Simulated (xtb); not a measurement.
## CH4F2GaN: geometry relaxation (part 2 of 3)

The same run, continued: CH4F2GaN, SMILES C[NH][Ga]([F])[F]; GFN2-xTB (xtb 6.7.1). The geometry comes from this level: GFN2-xTB.

Geometry of the input (Å):
```
C  -0.6693  -0.9731  0.5660
N  0.2717  0.1403  0.6591
Ga 0.7958  1.0264  -0.9036
F  0.5861  0.3157  -2.4909
F  1.7095  2.5150  -0.8469
H  -1.7159  -0.6631  0.4952
H  -0.4214  -1.5776  -0.3076
H  -0.5434  -1.5921  1.4576
H  -0.0132  0.8085  1.3711
```

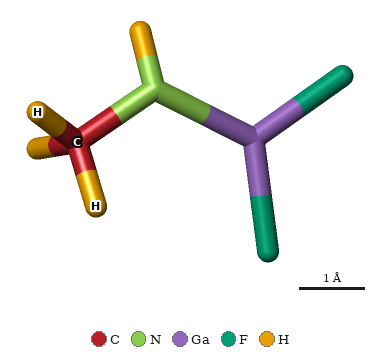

The input geometry (stick view, seen at a tilt). Sticks mark near contacts.

## The program's output, continued
```
........................................................................
.............................. CYCLE    2 ..............................
........................................................................

 iter      E             dE          RMSdq      gap      omega  full diag
   1    -17.9671233 -0.179671E+02  0.364E-02    2.57       0.0  T
   2    -17.9671233 -0.203209E-07  0.207E-02    2.57       1.6  T
   3    -17.9671233  0.632581E-07  0.583E-03    2.57       5.7  T
   4    -17.9671233 -0.738907E-07  0.540E-04    2.57      61.7  T
   5    -17.9671233 -0.813820E-10  0.345E-04    2.57      96.6  T
     SCC iter.                  ...        0 min,  0.002 sec
     gradient                   ...        0 min,  0.002 sec
 * total energy  :   -17.8776570 Eh     change       -0.6088813E-06 Eh
   gradient norm :     0.0001682 Eh/α   predicted    -0.3830352E-06 ( -37.09%)
   displ. norm   :     0.0055212 α      lambda       -0.3429922E-06
   maximum displ.:     0.0029930 α      in ANC's #5, #1, #3, ...

........................................................................
.............................. CYCLE    3 ..............................
........................................................................

 iter      E             dE          RMSdq      gap      omega  full diag
   1    -17.9671617 -0.179672E+02  0.235E-02    2.57       0.0  T
   2    -17.9671617 -0.866911E-08  0.146E-02    2.57       2.3  T
   3    -17.9671617  0.735757E-08  0.144E-03    2.57      23.1  T
   4    -17.9671617 -0.711305E-08  0.969E-04    2.57      34.4  T
   5    -17.9671617 -0.168340E-08  0.335E-04    2.57      99.6  T
     SCC iter.                  ...        0 min,  0.001 sec
     gradient                   ...        0 min,  0.001 sec
 * total energy  :   -17.8776573 Eh     change       -0.2932870E-06 Eh
   gradient norm :     0.0001686 Eh/α   predicted    -0.1700165E-06 ( -42.03%)
   displ. norm   :     0.0046176 α      lambda       -0.1860162E-06
   maximum displ.:     0.0023524 α      in ANC's #7, #2, #1, ...

........................................................................
.............................. CYCLE    4 ..............................
........................................................................

 iter      E             dE          RMSdq      gap      omega  full diag
   1    -17.9671320 -0.179671E+02  0.200E-02    2.57       0.0  T
   2    -17.9671321 -0.167187E-07  0.111E-02    2.57       3.0  T
   3    -17.9671320  0.589904E-07  0.648E-03    2.57       5.1  T
   4    -17.9671321 -0.749343E-07  0.388E-04    2.57      85.9  T
   5    -17.9671321 -0.367528E-10  0.196E-04    2.57     169.9  T
     SCC iter.                  ...        0 min,  0.001 sec
     gradient                   ...        0 min,  0.002 sec
 * total energy  :   -17.8776575 Eh     change       -0.1881179E-06 Eh
   gradient norm :     0.0000935 Eh/α   predicted    -0.9233978E-07 ( -50.91%)
   displ. norm   :     0.0042822 α      lambda       -0.7554868E-07
   maximum displ.:     0.0032362 α      in ANC's #2, #7, #1, ...

........................................................................
.............................. CYCLE    5 ..............................
........................................................................

 iter      E             dE          RMSdq      gap      omega  full diag
   1    -17.9671345 -0.179671E+02  0.152E-02    2.57       0.0  T
   2    -17.9671345 -0.639044E-08  0.882E-03    2.57       3.8  T
   3    -17.9671344  0.296270E-07  0.414E-03    2.57       8.1  T
   4    -17.9671345 -0.355002E-07  0.364E-04    2.57      91.5  T
   5    -17.9671345 -0.149392E-10  0.132E-04    2.57     251.9  T
     SCC iter.                  ...        0 min,  0.002 sec
     gradient                   ...        0 min,  0.002 sec
 * total energy  :   -17.8776576 Eh     change       -0.6977979E-07 Eh
   gradient norm :     0.0000563 Eh/α   predicted    -0.3918546E-07 ( -43.84%)
   displ. norm   :     0.0020991 α      lambda       -0.1518175E-07
   maximum displ.:     0.0017985 α      in ANC's #2, #1, #4, ...

   *** GEOMETRY OPTIMIZATION CONVERGED AFTER 5 ITERATIONS ***

------------------------------------------------------------------------
 total energy gain   :        -0.0000012 Eh       -0.0007 kcal/mol
 total RMSD          :         0.0059534 a0        0.0032 Å
 total power (kW/mol):        -0.0006093 (step)   -0.1073 (real)
------------------------------------------------------------------------

 ANCopt (total)                0 d,  0 h,  0 min,  0.028 sec
 optimizer setup                ...        0 min,  0.000 sec (  0.439%)
 model hessian                  ...        0 min,  0.000 sec (  1.581%)
 ANC generation                 ...        0 min,  0.000 sec (  0.641%)
 coordinate transformation      ...        0 min,  0.000 sec (  0.227%)
 single point calculation       ...        0 min,  0.025 sec ( 87.877%)
 optimization log               ...        0 min,  0.000 sec (  1.446%)
 hessian update                 ...        0 min,  0.000 sec (  0.179%)
 rational function              ...        0 min,  0.001 sec (  1.785%)

================
 final structure:
================
9
 xtb: 6.7.1
C           -0.66928966792962       -0.97216715712032        0.56545214440991
N            0.27290301876731        0.14034083558498        0.65788985703560
Ga           0.79673759195338        1.02508722002753       -0.90448768500221
F            0.58596749924663        0.31116869773436       -2.48979434752320
F            1.70602523224419        2.51604614468318       -0.84260682169160
H           -1.71547750358008       -0.66065177333595        0.49673161723846
H           -0.42378000402151       -1.57596372127906       -0.30927191200026
H           -0.54247970643308       -1.59236835818316        1.45584528421088
H           -0.01061646024722        0.80850811188843        1.37025186332243

 Bond Distances (Angstroems)
 ---------------------------
C1-N2=1.4608         C1-H6=1.0937         C1-H7=1.0909         C1-H8=1.0925         N2-C1=1.4608         N2-Ga3=1.8703
N2-H9=1.0170         Ga3-N2=1.8703        Ga3-F4=1.7514        Ga3-F5=1.7475        F4-Ga3=1.7514        F5-Ga3=1.7475
H6-C1=1.0937         H7-C1=1.0909         H8-C1=1.0925         H9-N2=1.0170
 C  H  Rav=1.0924 sigma=0.0012  Rmin=1.0909  Rmax=1.0937     3
 N  H  Rav=1.0170 sigma=0.0000  Rmin=1.0170  Rmax=1.0170     1
 N  C  Rav=1.4608 sigma=0.0000  Rmin=1.4608  Rmax=1.4608     1
 Ga N  Rav=1.8703 sigma=0.0000  Rmin=1.8703  Rmax=1.8703     1
 Ga F  Rav=1.7494 sigma=0.0020  Rmin=1.7475  Rmax=1.7514     2

 selected bond angles (degree)
 --------------------
H6-C1-N2=113.83                H7-C1-N2=109.09                H7-C1-H6=108.82                H8-C1-N2=107.81
H8-C1-H6=108.90                H8-C1-H7=108.25                Ga3-N2-C1=119.21               H9-N2-C1=111.40
H9-N2-Ga3=110.63               F4-Ga3-N2=121.98               F5-Ga3-N2=121.32               F5-Ga3-F4=116.26

 selected dihedral angles (degree)
 ---------------------------------
Ga3-N2-C1-H6=278.39           Ga3-N2-C1-H7= 40.13           Ga3-N2-C1-H8=157.47           H9-N2-C1-H6= 49.14
H9-N2-C1-H7=170.88            H9-N2-C1-H8=288.22            F4-Ga3-N2-C1=341.92           F4-Ga3-N2-H9=210.83
F5-Ga3-N2-C1=169.85           F5-Ga3-N2-H9= 38.76
           -------------------------------------------------
          |                Final Singlepoint                |
           -------------------------------------------------

          ...................................................
          :                      SETUP                      :
          :.................................................:
          :  # basis functions                  30          :
          :  # atomic orbitals                  29          :
          :  # shells                           15          :
          :  # electrons                        30          :
          :  max. iterations                   250          :
          :  Hamiltonian                  GFN2-xTB          :
          :  restarted?                      false          :
          :  GBSA solvation                  false          :
          :  PC potential                    false          :
          :  electronic temp.          300.0000000     K    :
          :  accuracy                    1.0000000          :
          :  -> integral cutoff          0.2500000E+02      :
          :  -> integral neglect         0.1000000E-07      :
          :  -> SCF convergence          0.1000000E-05 Eh   :
          :  -> wf. convergence          0.1000000E-03 e    :
          :  Broyden damping             0.4000000          :
          :  net charge                          0          :
          :  unpaired electrons                  0          :
          ...................................................

 iter      E             dE          RMSdq      gap      omega  full diag
   1    -17.9671345 -0.179671E+02  0.181E-05    2.57       0.0  T
   2    -17.9671345 -0.152767E-12  0.959E-06    2.57    3477.0  T
   3    -17.9671345 -0.497380E-13  0.655E-06    2.57    5088.1  T

   *** convergence criteria satisfied after 3 iterations ***

         #    Occupation            Energy/Eh            Energy/eV
      -------------------------------------------------------------
         1        2.0000           -0.8128818             -22.1196
       ...           ...                  ...                  ...
         9        2.0000           -0.5064346             -13.7808
        10        2.0000           -0.5044755             -13.7275
        11        2.0000           -0.5044003             -13.7254
        12        2.0000           -0.5025742             -13.6757
        13        2.0000           -0.4937954             -13.4369
        14        2.0000           -0.4764784             -12.9656
        15        2.0000           -0.4240716             -11.5396 (HOMO)
        16                         -0.3297123              -8.9719 (LUMO)
        17                         -0.1313735              -3.5749
        18                         -0.0348316              -0.9478
        19                          0.0046992               0.1279
        20                          0.0063503               0.1728
       ...                                ...                  ...
        29                          1.0971199              29.8542
      -------------------------------------------------------------
                  HL-Gap            0.0943593 Eh            2.5676 eV
             Fermi-level           -0.3768919 Eh          -10.2558 eV

 SCC (total)                   0 d,  0 h,  0 min,  0.005 sec
 SCC setup                      ...        0 min,  0.000 sec (  1.392%)
 Dispersion                     ...        0 min,  0.000 sec (  0.541%)
 classical contributions        ...        0 min,  0.000 sec (  0.195%)
 integral evaluation            ...        0 min,  0.001 sec ( 15.154%)
 iterations                     ...        0 min,  0.001 sec ( 31.592%)
 molecular gradient             ...        0 min,  0.002 sec ( 47.322%)
 printout                       ...        0 min,  0.000 sec (  3.523%)

         :::::::::::::::::::::::::::::::::::::::::::::::::::::
         ::                     SUMMARY                     ::
         :::::::::::::::::::::::::::::::::::::::::::::::::::::
         :: total energy             -17.877657571042 Eh    ::
         :: gradient norm              0.000056516023 Eh/a0 ::
         :: HOMO-LUMO gap              2.567648121159 eV    ::
         ::.................................................::
         :: SCC energy               -17.967132250925 Eh    ::
         :: -> isotropic ES            0.055635806518 Eh    ::
         :: -> anisotropic ES         -0.000015351480 Eh    ::
         :: -> anisotropic XC          0.005356084031 Eh    ::
         :: -> dispersion             -0.003969102379 Eh    ::
         :: repulsion energy           0.089474679883 Eh    ::
         :: add. restraining           0.000000000000 Eh    ::
         :: total charge               0.000000000000 e     ::
         :::::::::::::::::::::::::::::::::::::::::::::::::::::

           -------------------------------------------------
          |                Numerical Hessian                |
           -------------------------------------------------
step length          :   0.00500
SCC accuracy         :   0.30000
Hessian scale factor :   1.00000
frozen atoms in %    :   0.00000    0
RMS gradient         :   0.00006
estimated CPU  time      0.00 min

writing file <hessian>.

 projected vibrational frequencies (cm⁻¹)
eigval :       -0.00    -0.00    -0.00    -0.00     0.00     0.00
eigval :       65.97    79.65   114.49   124.28   192.01   254.97
eigval :      390.94   473.91   482.81   625.01  1018.91  1041.66
eigval :     1100.81  1257.79  1402.37  1461.30  1463.72  2941.32
eigval :     2972.77  2993.53  3307.52
           -------------------------------------------------
          |                Property Printout                |
           -------------------------------------------------

    * Orbital Energies and Occupations
```
